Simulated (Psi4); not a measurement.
**PBE0/def2-QZVPPD (density fitting, core potential, sweep point 7) run of SiH4Te (SMILES [SiH3][TeH])**

Aim: the energy change on altering one bond length of SiH4Te at PBE0/def2-QZVPPD (density fitting, core potential, sweep point 7), from 2 runs. 

Program for the calculation: Psi4 1.11.

### Step 1. The structure to begin with

SiH4Te: 6 atoms, total charge 0, spin state singlet. SMILES: `[SiH3][TeH]`. Geometry: relaxed at PBE0-D4/def2-TZVP.

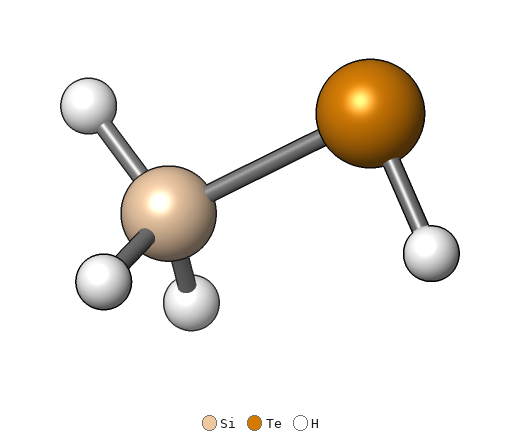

The structure, seen from a chosen angle (silicon light orange, tellurium orange, hydrogen white).

### Step 2. A single-point energy at PBE0/def2-QZVPPD (density fitting, core potential, sweep point 7)

Contents of run.py:

```python
import psi4

psi4.set_memory('1600 MB')
psi4.set_num_threads(1)
psi4.set_output_file('h4site.out', False)

geom = psi4.geometry("""
Si    -0.296600    -0.269700    -0.519700
Te    -0.105900     0.800200     1.725000
H      0.381100    -1.589500    -0.550900
H     -1.754100    -0.446400    -0.735900
H      0.269400     0.597600    -1.582500
H      1.548100     0.843900     1.617900
symmetry c1
""")

options = {'puream': True, 'scf_type': 'df', 'dft_radial_points': 99, 'dft_spherical_points': 590}
psi4.set_options(options)

e = psi4.energy('pbe0/def2-QZVPPD', molecule=geom)
print('E =', round(e, 9))
```

The run is started by

```
$ python run.py
```

h4site.out:

```text
[...]
    !!!  WARNING: ECP capability is in beta. Please check occupations closely.  !!!
[...]
  Running in c1 symmetry.
[...]
  Nuclear repulsion =  109.024305306250696
[...]
  Multiplicity = 1
[...]
  Nalpha       = 21
  Nbeta        = 21
[...]
    Number of basis functions: 299
[...]
   @DF-RKS iter   1:  -559.06371539567544   -1.36642e+00   4.07910e-03 DIIS/ADIIS
[...]
   @DF-RKS iter   9:  -559.83289445303399   -3.62682e-07   8.70335e-07 DIIS
[...]
    Orbital Energies [Eh]
    ---------------------
    Doubly Occupied:
       1A    -66.262872     2A     -6.315289     3A     -5.346020
       4A     -4.440283     5A     -4.437069     6A     -4.430261
       7A     -3.680871     8A     -3.678853     9A     -3.678630
      10A     -1.618763    11A     -1.617156    12A     -1.610719
      13A     -1.607944    14A     -1.607136    15A     -0.661750
      16A     -0.547128    17A     -0.391569    18A     -0.374257
      19A     -0.357695    20A     -0.313331    21A     -0.241487
[...]
  @DF-RKS Final Energy:  -559.83289445303399
   => Energetics <=
    Nuclear Repulsion Energy =            109.0243053062506959
    One-Electron Energy =               -1088.3083387516721814
    Two-Electron Energy =                 452.1219322388781734
    DFT Exchange-Correlation Energy =     -32.6707932464905824
    Empirical Dispersion Energy =           0.0000000000000000
    VV10 Nonlocal Energy =                  0.0000000000000000
    Total Energy =                       -559.8328944530339868
[...]
 Multipole Moments:
 ------------------------------------------------------------------------------------
     Multipole            Electronic (a.u.)      Nuclear  (a.u.)        Total (a.u.)
 ------------------------------------------------------------------------------------
 L = 1.  Multiply by 2.5417464519 to convert [e a0] to [Debye]
 Dipole X            :          1.2771932           -1.2183312            0.0588620
 Dipole Y            :         18.8455425          -18.9298672           -0.0843247
 Dipole Z            :         39.7936970          -39.9793820           -0.1856850
 Magnitude           :                                                    0.2122600
[...]
```

Standard output:

```text
E = -559.832894453
```

It took 90 s on 1 thread of Intel Xeon Platinum 8259CL at 2.50GHz (Skylake/Cascade Lake), shared host; peak memory 1.3 GiB.

### Step 3. The distorted shape at the same level

Contents of calc.py:

```python
import psi4

psi4.set_memory('1600 MB')
psi4.set_num_threads(1)
psi4.set_output_file('h4site.out', False)

molecule = psi4.geometry("""
Si    -1.123640    -0.291551    -0.466147
Te    -0.932940     0.778349     1.778553
H     -0.445940    -1.611351    -0.497347
H     -2.581140    -0.468251    -0.682347
H     -0.557640     0.575749    -1.528947
H      1.548100     0.843900     1.617900
symmetry c1
""")

options = {'basis': 'def2-QZVPPD', 'reference': 'rks', 'puream': True, 'scf_type': 'df', 'dft_radial_points': 99, 'dft_spherical_points': 590}
psi4.set_options(options)

e_tot, wfn = psi4.energy('pbe0', return_wfn=True)
print(f'pbe0 energy: {e_tot:.10f} Eh')
```

The run is started by

```
$ python calc.py
```

h4site.out:

```text
[...]
    !!!  WARNING: ECP capability is in beta. Please check occupations closely.  !!!
[...]
  Running in c1 symmetry.
[...]
  Nuclear repulsion =  106.059206200495979
[...]
  Multiplicity = 1
[...]
  Nalpha       = 21
  Nbeta        = 21
[...]
    Number of basis functions: 299
[...]
   @DF-RKS iter   1:  -558.61782908075838   -1.01802e+00   4.48372e-03 DIIS/ADIIS
[...]
   @DF-RKS iter  10:  -559.75513452774635   -1.61219e-07   3.52042e-07 DIIS
[...]
    Orbital Energies [Eh]
    ---------------------
    Doubly Occupied:
       1A    -66.265749     2A     -6.332299     3A     -5.348818
       4A     -4.459620     5A     -4.452914     6A     -4.445310
       7A     -3.683737     8A     -3.681660     9A     -3.681357
      10A     -1.635329    11A     -1.634527    12A     -1.627574
      13A     -1.622122    14A     -1.621254    15A     -0.647912
      16A     -0.542879    17A     -0.381794    18A     -0.375727
      19A     -0.321565    20A     -0.305137    21A     -0.245218
[...]
  @DF-RKS Final Energy:  -559.75513452774635
   => Energetics <=
    Nuclear Repulsion Energy =            106.0592062004959786
    One-Electron Energy =               -1082.0965237584052829
    Two-Electron Energy =                 448.8648890621757914
    DFT Exchange-Correlation Energy =     -32.5827060320127870
    Empirical Dispersion Energy =           0.0000000000000000
    VV10 Nonlocal Energy =                  0.0000000000000000
    Total Energy =                       -559.7551345277463497
[...]
 Multipole Moments:
 ------------------------------------------------------------------------------------
     Multipole            Electronic (a.u.)      Nuclear  (a.u.)        Total (a.u.)
 ------------------------------------------------------------------------------------
 L = 1.  Multiply by 2.5417464519 to convert [e a0] to [Debye]
 Dipole X            :         -0.1428350           -0.0640294           -0.2068644
 Dipole Y            :         18.7861473          -18.8993697           -0.1132224
 Dipole Z            :         39.8389593          -40.0541260           -0.2151667
 Magnitude           :                                                    0.3192317
[...]
```

The script printed:

```text
pbe0 energy: -559.7551345277 Eh
```

It took 92 s on 1 thread of Intel Xeon Platinum 8259CL at 2.50GHz (Skylake/Cascade Lake), shared host; peak memory 1.2 GiB.

### Step 4. Summary of results

At PBE0/def2-QZVPPD (density fitting, core potential, sweep point 7):

| quantity | value |
| --- | --- |
| first shape: total energy | -559.83289 Eh |
| first shape: dipole moment | 0.54 D |
| first shape: HOMO energy | -6.57 eV |
| first shape: LUMO energy | -0.87 eV |
| first shape: HOMO–LUMO gap | 5.70 eV |
| distorted shape: total energy | -559.75513 Eh |
| distorted shape: dipole moment | 0.81 D |
| distorted shape: HOMO energy | -6.67 eV |
| distorted shape: LUMO energy | -3.57 eV |
| distorted shape: HOMO–LUMO gap | 3.10 eV |
| energy change with the Te2–H6 bond stretched from 1.658 to 2.487 Å | 2.116 eV |

What this shows: One bond (distorted shape) is far stretched, which a spin-restricted single reference describes badly; a broken-symmetry solution may lie lower. With the Te2–H6 bond stretched from 1.658 to 2.487 Å the energy rises by 2.12 eV (49 kcal/mol). The first shape isn't relaxed at this level, so the change isn't measured from a minimum. A restricted reference can't describe the breaking bond well at this length.
